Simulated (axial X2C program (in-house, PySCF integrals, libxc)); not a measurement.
**All-electron X2C curves of GaP⁻**

Aim: find the lowest determinant of GaP⁻, scan the bond at several levels and fit the constants, once spin-free and once with spin–orbit coupling.

The runs use an in-house X2C program for linear molecules on PySCF integrals; all-electron X2C, Ga dyall-acv3z, P dyall-av3z.

All values are calculated.

## (1) Input

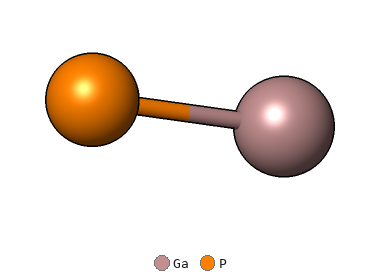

The two atoms at 2.190 Å (gallium pink, phosphorus orange).

task.json

```json
{"zs": [31, 15], "q": -1, "bas": ["dyall-acv3z", "dyall-av3z"], "levels": ["PBE0", "HF", "BLYP"], "cc": true, "r0": 2.19, "thr": -1.0, "nmax": 90, "npts": 10, "nst": 2, "ntry": 6}
```

Keys: zs atomic numbers; q charge; bas basis sets; levels methods (HF also brings MP2); cc coupled cluster on or off; r0 starting distance in Å; thr threshold in hartree for freezing inner shells (an s shell follows its p shell); nmax most natural virtual spinors; npts points asked for on the curve; nst determinants followed; ntry starts of the search.

Started as:

```console
python so2c.py task.json out
```

Spin-free means the one-electron spin-free X2C Hamiltonian; two-component (2c) means X2C with spin–orbit coupling and atomic mean-field two-electron Coulomb and Gaunt terms. Basis: Ga dyall-acv3z contracted to [10s10p8d5f1g], P dyall-av3z contracted to [9s8p3d2f]; Gaussian nuclei, density fitting. Masses: Ga 68.926 u, P 30.974 u.

Notation: σ, π±, δ± give the projection m of an orbital's angular momentum (0, ±1, ±2), α and β its spin, Λ and M_S the sums; ω is the projection of a spinor's total angular momentum and Ω the sum. Logs are in hartree.

The results follow Hamiltonian by Hamiltonian and level by level.

## (2) Which state to follow

PBE0 moves the distance from 2.190 Å to 2.134 Å and compares determinants there.

Spin-free determinants:

| ΔE (eV) | state | open shells |
| --- | --- | --- |
| 0.00 | M_S = 1/2, Λ = 0 | beyond closed shells: σα |
| 0.19 | M_S = 1/2, Λ = 1 | beyond closed shells: π+α, π+β, π-α |
| 2.05 | M_S = 3/2, Λ = 0 | beyond closed shells: σα, π+α, π+β, 2 × π-α |
| 2.05 | M_S = 3/2, Λ = 2 | beyond closed shells: σα, 2 × π+α, π+β, π-α |
| 2.31 | M_S = 1/2, Λ = 2 | beyond closed shells: σα, π+α, 2 × π+β, π-α |
| 2.43 | M_S = 3/2, Λ = 1 | beyond closed shells: 2 × σα, π+α, π+β, π-α |
| 2.43 | M_S = 3/2, Λ = 1 | beyond closed shells: 2 × π+α, π-α |

Two-component determinants:

| ΔE (eV) | state | open shells |
| --- | --- | --- |
| 0.00 | Ω = 1/2 | excess of +ω over −ω: ω = 1/2 |
| 0.18 | Ω = 3/2 | excess of +ω over −ω: ω = 3/2 |
| 2.05 | Ω = 7/2 | excess of +ω over −ω: ω = 1/2, 2 × ω = 3/2 |
| 2.09 | Ω = 3/2 | excess of +ω over −ω: ω = 3/2 |
| 2.28 | Ω = 5/2 | excess of +ω over −ω: 2 × ω = 1/2, ω = 3/2 |
| 2.34 | Ω = 1/2 | excess of +ω over −ω: 2 × ω = -1/2, ω = 3/2 |
| 2.35 | Ω = 5/2 | excess of +ω over −ω: 2 × ω = 1/2, ω = 3/2 |

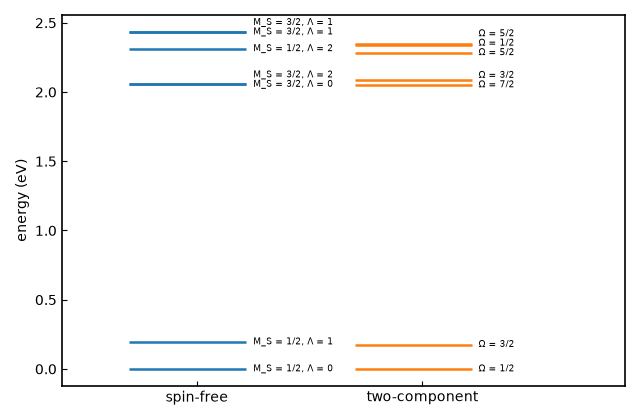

The determinants found, each set from its own lowest.

## (3) PBE0, spin-free

State followed: M_S = 1/2, Λ = 0 (beyond closed shells: σα). The scan is laid around 2.134 Å, a first estimate of the minimum, and this SCF restarts from the orbitals of the search.

Output at 2.134 Å:

```text
spin-free X2C-1e  PBE0
basis functions 186  fitting functions 1035  grid points 5083
iter        total energy     max residual
   1      -2285.749604951     2.04e-05
   2      -2285.749604979     2.28e-05
   3      -2285.749604995     1.52e-05
   4      -2285.749605013     8.00e-06
   5      -2285.749605026     3.13e-06
   6      -2285.749605029     1.68e-06
   7      -2285.749605030     7.84e-07
converged
one-electron -3421.73899756  Coulomb 1119.89629977  exact exchange -24.31180375  xc functional -74.90316492  nuclear repulsion 115.30806142
```

Along the bond, energies from the lowest point:

```
R (Å)  E (eV)  μ (D)  HOMO (eV)  LUMO (eV)  iterations
1.857  0.8629  -2.95      -0.72       1.84          15
1.942  0.3549  -3.28      -0.62       1.73          15
2.006  0.1389  -3.52      -0.55       1.66          15
2.070  0.0291  -3.77      -0.49       1.59          15
2.134  0.0000  -4.01      -0.43       1.54           7
2.209  0.0416  -4.31      -0.36       1.49          16
2.283  0.1415  -4.62      -0.30       1.45          16
2.379  0.3267  -5.02      -0.23       1.42          16
2.497  0.6038  -5.51      -0.14       1.40          17
2.667  1.0435  -6.09       0.01       1.38          19
```

Dipoles are positive if P is the positive end and refer to the centre of mass.

Outer orbitals at the reference distance:

```csv
symmetry,occupied,ε (eV),atomic character
σα,yes,-17.19,98% Ga d
σβ,yes,-17.05,99% Ga d
π+α,yes,-17.01,100% Ga d
π-α,yes,-17.01,100% Ga d
δ-α,yes,-16.98,100% Ga d
δ+α,yes,-16.98,100% Ga d
δ-β,yes,-16.98,100% Ga d
δ+β,yes,-16.98,100% Ga d
π-β,yes,-16.96,100% Ga d
π+β,yes,-16.96,100% Ga d
σα,yes,-10.24,"59% P s, 16% Ga s, 12% Ga p"
σβ,yes,-9.56,"59% P s, 17% Ga s, 11% Ga p"
σα,yes,-4.81,"40% Ga s, 35% P p, 11% P s"
σβ,yes,-3.88,"42% Ga s, 32% P p, 11% P s"
σα,yes,-1.14,"38% Ga p, 38% P p, 14% Ga s"
π+α,yes,-0.58,"65% P p, 26% Ga p, 5% Ga d"
π-α,yes,-0.58,"65% P p, 26% Ga p, 5% Ga d"
π-β,yes,-0.43,"64% P p, 25% Ga p, 6% Ga d"
π+β,yes,-0.43,"64% P p, 25% Ga p, 6% Ga d"
σβ,no,1.54,"34% P p, 34% Ga p, 22% Ga s"
σα,no,2.41,"84% Ga p, 15% Ga s"
π+α,no,2.51,"93% Ga p, 4% Ga d, 2% P p"
π-α,no,2.51,"93% Ga p, 4% Ga d, 2% P p"
```

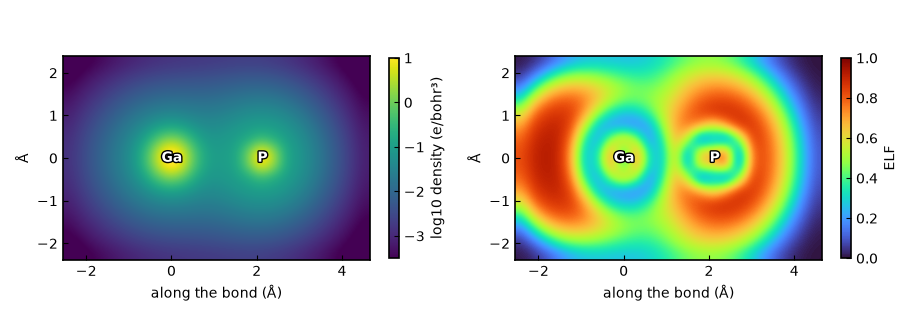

PBE0 fields in a plane through the axis, from a grid of 0.3 Å; Ga lies at z = 0 and P at z = 2.134 Å; the ELF is damped to zero where the density is low.

Re = 2.130 Å, ωe = 437 cm⁻¹, ωexe = 1.69 cm⁻¹, Be = 0.1739 cm⁻¹, De = 3.21 eV, μ = -4.00 D.

## (4) HF, spin-free

Output at 2.134 Å:

```text
spin-free X2C-1e  HF
basis functions 186  fitting functions 1035  grid points 5083
iter        total energy     max residual
   1      -2283.781851341     1.56e-01
   2      -2283.809960643     9.97e-03
   3      -2283.811127379     7.18e-03
   4      -2283.811742562     1.53e-03
   5      -2283.811887410     6.81e-04
   6      -2283.811957230     5.76e-04
   7      -2283.811989140     4.17e-04
   8      -2283.812026368     4.54e-04
   9      -2283.812073891     4.37e-04
  10      -2283.812135275     3.88e-04
  11      -2283.812198506     3.53e-04
  12      -2283.812344041     2.63e-04
  13      -2283.812434989     2.22e-04
  14      -2283.812427564     1.45e-04
  15      -2283.812438449     2.48e-05
  16      -2283.812438570     1.25e-05
  17      -2283.812438592     6.19e-06
  18      -2283.812438600     1.60e-06
  19      -2283.812438600     5.17e-07
converged
one-electron -3421.88014506  Coulomb 1120.16431301  exact exchange -97.40466798  xc functional 0.00000000  nuclear repulsion 115.30806142
```

Re = 2.185 Å, ωe = 368 cm⁻¹, ωexe = 2.33 cm⁻¹, Be = 0.1652 cm⁻¹, De = 1.27 eV, μ = -4.28 D. ⟨S²⟩ = 0.96 against 0.75 for a pure state, so this determinant mixes spins.

## (5) BLYP, spin-free

Output at 2.134 Å:

```text
spin-free X2C-1e  BLYP
basis functions 186  fitting functions 1035  grid points 5083
iter        total energy     max residual
   1      -2286.258611271     5.43e-02
   2      -2286.264270971     1.45e-02
   3      -2286.239176729     2.50e-02
   4      -2286.258803347     1.23e-02
   5      -2286.267005502     2.44e-03
   6      -2286.267336077     4.87e-04
   7      -2286.267343890     1.32e-04
   8      -2286.267344675     2.57e-05
   9      -2286.267344692     8.55e-06
  10      -2286.267344695     4.80e-06
  11      -2286.267344696     1.22e-06
converged
one-electron -3421.14749072  Coulomb 1119.25733958  exact exchange 0.00000000  xc functional -99.68525498  nuclear repulsion 115.30806142
```

Re = 2.174 Å, ωe = 395 cm⁻¹, ωexe = 1.79 cm⁻¹, Be = 0.1669 cm⁻¹, De = 3.13 eV, μ = -3.82 D.

## (6) MP2 and beyond, spin-free

Correlated methods: 9 electrons correlated (frozen shells, counted by type: Ga 3 s, 2 p, 1 d; P 2 s, 1 p), 293 virtual spinors in MP2, 89 natural virtuals in coupled cluster.

Output of the correlated part at 2.134 Å:

```text
correlated 9  virtual 293  natural virtual 89  E(MP2) -0.212005911  MP2 remainder -0.007065584
iter   CCSD correlation   residual
   1     -0.213856571   1.50e-01
   2     -0.221776949   6.96e-02
   3     -0.225190746   3.69e-02
   4     -0.225836183   1.99e-02
   5     -0.226408576   1.12e-02
   6     -0.226560480   5.34e-03
   7     -0.226616989   1.79e-03
   8     -0.226631843   6.57e-04
   9     -0.226627122   2.77e-04
  10     -0.226630413   1.37e-04
  11     -0.226629286   5.95e-05
  12     -0.226630176   2.91e-05
  13     -0.226630171   1.46e-05
(T) -0.017014099  T1 0.0651  D1 0.1121  max T2 0.068
```

T1 in the output is the amplitude norm over the root of the electron number; divide by √2 for the Lee–Taylor value.

MP2: No constants are quoted: the reference is strongly spin-contaminated.

CCSD: Re = 2.153 Å, ωe = 444 cm⁻¹, ωexe = 1.96 cm⁻¹, Be = 0.1702 cm⁻¹, De = 2.92 eV. T1 at Re = 0.049 (Lee–Taylor, the printed value over √2).

CCSD(T): Re = 2.153 Å, ωe = 451 cm⁻¹, ωexe = 1.9 cm⁻¹, Be = 0.1702 cm⁻¹, De = 3.19 eV. T1 at Re = 0.049 (Lee–Taylor, the printed value over √2).

## (7) A higher determinant, spin-free

State: M_S = 1/2, Λ = 1 (beyond closed shells: π+α, π+β, π-α).

Output at the reference distance:

```text
spin-free X2C-1e  PBE0
basis functions 186  fitting functions 1035  grid points 5083
iter        total energy     max residual
   1      -2285.742450100     3.56e-06
   2      -2285.742450100     2.75e-06
converged
one-electron -3421.99316480  Coulomb 1120.17965161  exact exchange -24.32118901  xc functional -74.91580932  nuclear repulsion 115.30806142
```

```
R (Å)  E above the lowest PBE0 point (eV)
1.857                               1.735
1.942                               0.986
2.006                               0.609
2.070                               0.353
2.134                               0.195
2.209                               0.104
2.283                               0.091
2.379                               0.157
2.497                               0.322
```

Re = 2.260 Å, ωe = 379 cm⁻¹, ωexe = 1.25 cm⁻¹, Be = 0.1544 cm⁻¹, μ = -2.86 D. Te = 0.09 eV.

## (8) The spin-free curves together

Energy (eV) of the followed determinant, spin-free, from each level's lowest point:

```
R (Å)   PBE0     HF  MP2 (spin-contaminated)   CCSD  CCSD(T)   BLYP
1.857  0.863  1.036                    0.918    n/a      n/a  1.025
1.942  0.355  0.482                    0.334  0.474    0.487  0.471
2.006  0.139  0.231                    0.096  0.207    0.213  0.218
2.070  0.029  0.084                    0.000  0.058    0.060  0.071
2.134  0.000  0.013                    0.012  0.000    0.000  0.003
2.209  0.042  0.000                    0.120  0.019    0.020  0.000
2.283  0.141  0.041                    0.293  0.105    0.109  0.055
2.379  0.327  0.142                    0.568  0.280    0.291  0.183
2.497  0.604  0.304                    0.944    n/a      n/a  0.392
2.667  1.043  0.547                    1.496    n/a      n/a  0.739
```

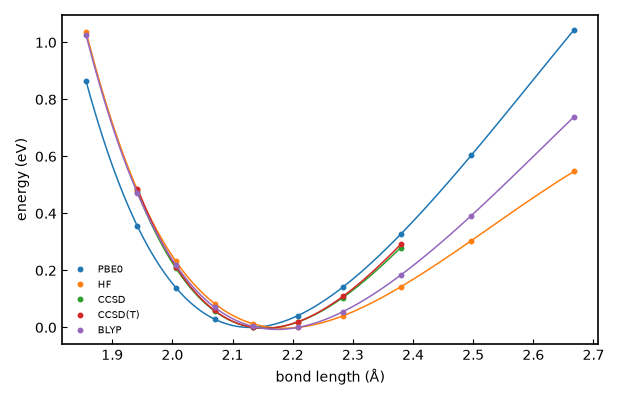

Curves of the followed state, spin-free, each from its own lowest point. Left out: MP2.

[end of part 1 of 2]
